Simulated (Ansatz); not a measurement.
**Cl3Ge···ClHO (doublet): density, localisation and related maps**

Input file:

```
crystal:
  periodic: [false, false, false]
  atoms:
    - { symbol: Ge, position_ang: [0.007826, 0.011761, -0.313564] }
    - { symbol: Cl, position_ang: [0.04547, 0.069135, 3.110768] }
    - { symbol: Cl, position_ang: [2.026603, 0.004019, -1.061222] }
    - { symbol: Cl, position_ang: [-1.008725, 1.756346, -1.06035] }
    - { symbol: Cl, position_ang: [-1.008913, -1.748708, -1.025247] }
    - { symbol: O, position_ang: [-0.036443, -0.055648, 4.733922] }
    - { symbol: H, position_ang: [-0.537919, -0.838006, 4.924894] }
magnetization:
  spin_polarized: true
  initial_magnetization: 1
basis:
  gaussian: { orbitals: def2-SVP }
hamiltonian:
  xc: hf
relax:
  f_tol: 0.03
  max_steps: 50
output:
  orbitals: {}
```

Launched as:

```sh
ansatz run input.yaml --threads 4 --pin off --max-ram 5120MiB --backend cpu --events-out ev --progress --plain --runs-dir out
```

The fields are those of the run's last geometry, not of the input's.

The calculation used UHF/def2-SVP in Ansatz 0.2.0.

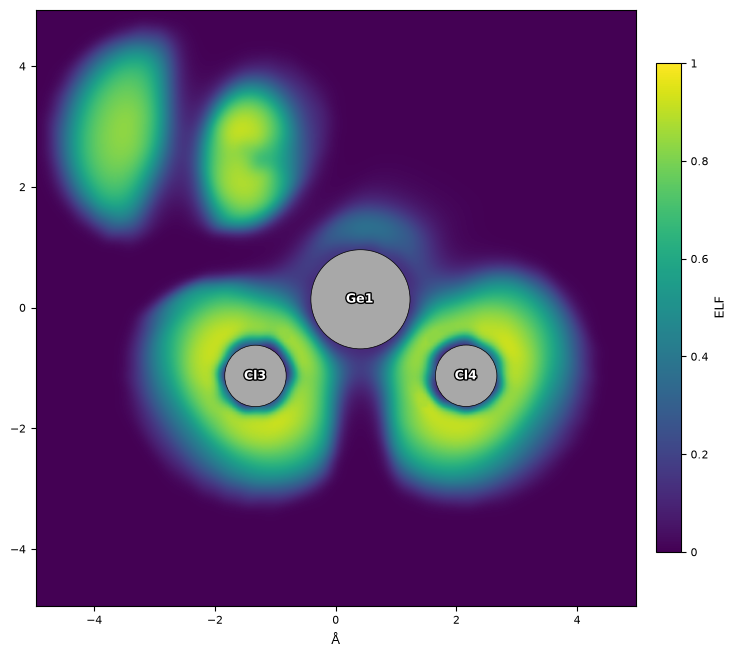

Figure 1. Electron localisation function on the plane of atoms Cl3, Ge1 and Cl4. Grey discs cover the atomic cores.

What does the map show?

Answer.
- Atoms in the plane: Ge and Cl.
- Ge–Cl (2.15 Å): the ELF peaks at about 0.85 in the valence shell of Cl, 0.8 Å from its nucleus, and is about 0.70 at the midpoint.
- The ELF also peaks beside Cl4, Cl3 and Cl2, away from the bonds: non-bonding electrons, paired or unpaired.

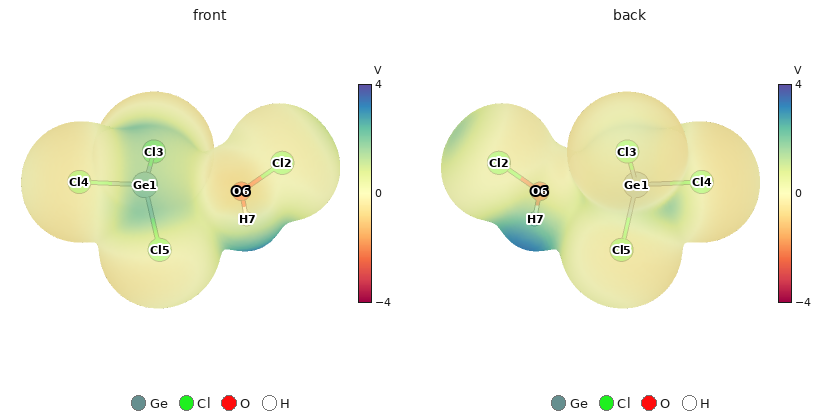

Figure 2. The electrostatic potential painted on the density surface at 0.002 e/bohr³, seen from the front and from behind; red is negative and blue positive.

Describe the electrostatic potential map.

Answer. The most negative region (about −0.7 V) lies over O6, the most positive (about +3.2 V) over H7. Cl2 shows a σ-hole: about +1.6 V at the tip opposite its bond, against about −0.1 V on its flanks.

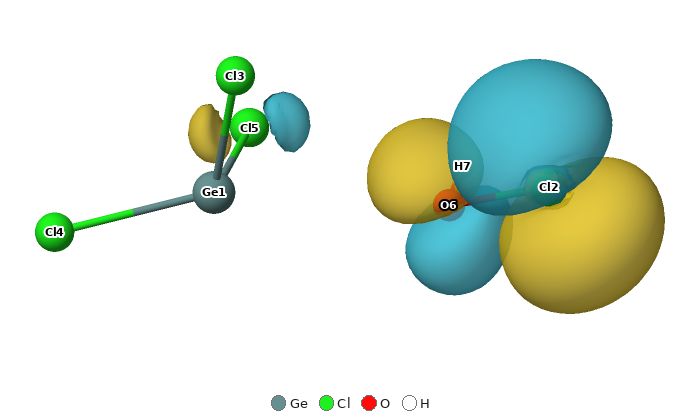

Figure 3. The HOMO−1 (α) at ±0.1 Å⁻³ᐟ² (yellow and cyan are the two phases), seen from one side.

Describe this orbital and give its energy.

Answer. By Hirshfeld shares it lies mainly on Cl2 (about 70 %) and O6 (about 25 %). Its energy is −12.29 eV.
